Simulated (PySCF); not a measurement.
```yaml
atoms:
  - { symbol: C, position_ang: [-2.2296, -0.6194, -0.5681] }
  - { symbol: C, position_ang: [-0.9582, -0.1688, 0.1538] }
  - { symbol: C, position_ang: [-1.0734, 1.3148, 0.5053] }
  - { symbol: C, position_ang: [-0.7530, -1.0165, 1.4128] }
  - { symbol: N, position_ang: [0.1679, -0.3873, -0.7428] }
  - { symbol: N, position_ang: [0.0034, -1.1330, -1.8270] }
  - { symbol: N, position_ang: [1.1187, -1.2359, -2.4470] }
  - { symbol: C, position_ang: [2.0469, -0.5535, -1.7665] }
  - { symbol: C, position_ang: [1.4640, 0.0152, -0.6416] }
  - { symbol: Si, position_ang: [2.3688, 1.0813, 0.5986] }
  - { symbol: H, position_ang: [-2.3755, -0.0394, -1.4752] }
  - { symbol: H, position_ang: [-2.1587, -1.6663, -0.8462] }
  - { symbol: H, position_ang: [-3.0884, -0.4810, 0.0832] }
  - { symbol: H, position_ang: [-2.0130, 1.4902, 1.0229] }
  - { symbol: H, position_ang: [-1.0598, 1.9200, -0.3986] }
  - { symbol: H, position_ang: [-0.2621, 1.6346, 1.1528] }
  - { symbol: H, position_ang: [-1.5983, -0.8930, 2.0844] }
  - { symbol: H, position_ang: [-0.6728, -2.0675, 1.1444] }
  - { symbol: H, position_ang: [0.1523, -0.7212, 1.9362] }
  - { symbol: H, position_ang: [3.0637, -0.4972, -2.0973] }
  - { symbol: H, position_ang: [2.0434, 0.6858, 1.9738] }
  - { symbol: H, position_ang: [2.0141, 2.4881, 0.3926] }
  - { symbol: H, position_ang: [3.7948, 0.8768, 0.3594] }
```

Geometry: GFN2-xTB.

Level of theory: PBE0/pcSseg-1, SCF density, gas phase, non-relativistic (PySCF).

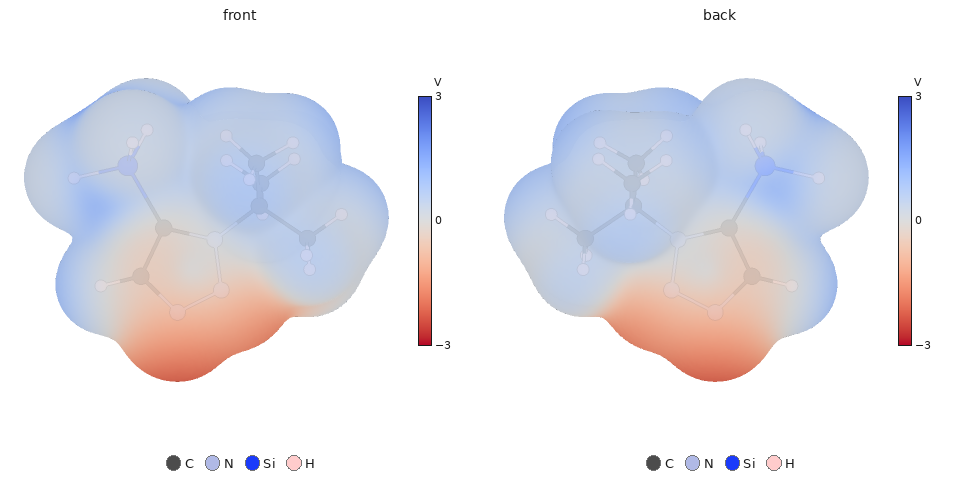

C₆H₁₃N₃Si. The electrostatic potential painted on the density surface at 0.002 e/bohr³, seen from the front and from behind; red is negative and blue positive.

Which sites attract a positive test charge, and which a negative one?

Answer. A positive charge is drawn to the negative regions and a negative charge to the positive ones. The most negative region (about −2.1 V) lies over N7, the most positive (about +1.4 V) over Si10. N7 is the likeliest acceptor of a hydrogen bond.

How polar is the molecule by this calculation?

Answer. Its dipole moment is 4.17 D.
